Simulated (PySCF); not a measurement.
SMILES CC(C)c1ccc(C#N)cc1 (C10H11N) at its GFN2-xTB optimised geometry (Å):

```
22

C     -1.1331    -2.9109    -1.2501
C     -1.4469    -2.0864     0.0004
C     -1.1573    -2.8914     1.2696
C     -0.6693    -0.7950     0.0000
C     -1.3343     0.4267     0.0013
C     -0.6391     1.6196     0.0018
C      0.7551     1.6054     0.0006
C      1.4774     2.8197    -0.0002
N      2.0643     3.8050    -0.0008
C      1.4346     0.3867     0.0000
C      0.7230    -0.7950     0.0000
H     -1.7518    -3.8050    -1.2731
H     -1.3318    -2.3296    -2.1480
H     -0.0900    -3.2167    -1.2629
H     -2.5149    -1.8417    -0.0119
H     -0.1122    -3.1874     1.3116
H     -1.7691    -3.7904     1.2898
H     -1.3826    -2.2997     2.1543
H     -2.4150     0.4441     0.0020
H     -1.1645     2.5634     0.0027
H      2.5149     0.3785    -0.0006
H      1.2617    -1.7306    -0.0002
```

Method: CAM-B3LYP/def2-SVP in PySCF 2.14.0. Cells within 0.4 Å of a nucleus heavier than hydrogen are left out (blank, or x).

Map of the deformation density (molecule minus spherical neutral atoms) (e/bohr³), clipped to [-0.15, 0.15] on the plane z = 0.0 Å:

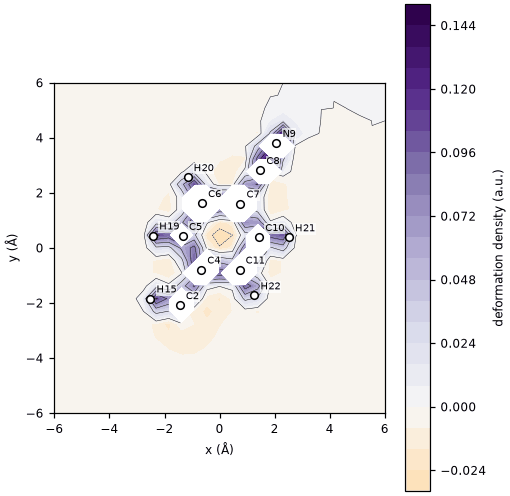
Figure: Deformation density (molecule minus spherical neutral atoms) (e/bohr³), clipped to [-0.15, 0.15] on the plane z = 0.0 Å.
